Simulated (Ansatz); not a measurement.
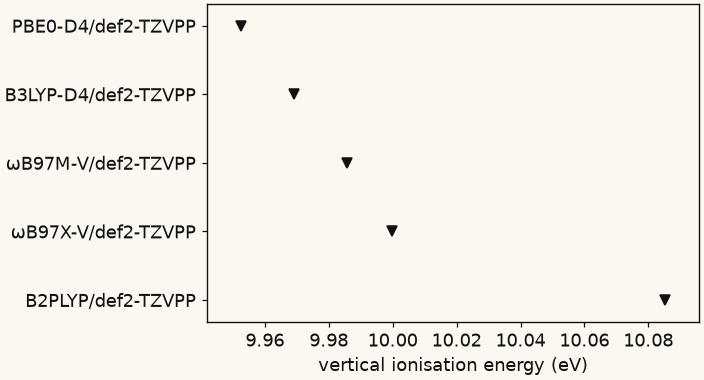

Vertical ionisation energy of C₄H₂, SMILES C#CC#C, taken as the energy of the cation less that of the neutral at fixed geometry (unrestricted doublet cation, cores frozen in correlated methods, no spin-orbit coupling), the Ansatz code 0.2.0, at a PBE0-D4/def2-TZVP geometry (a minimum by its frequencies).

What range do the values span?

From 9.95 eV (PBE0-D4/def2-TZVPP) to 10.09 eV (B2PLYP/def2-TZVPP).

Give the values.

```
              level     eV
 PBE0-D4/def2-TZVPP   9.95
B3LYP-D4/def2-TZVPP   9.97
 ωB97M-V/def2-TZVPP   9.99
 ωB97X-V/def2-TZVPP  10.00
  B2PLYP/def2-TZVPP  10.09
```
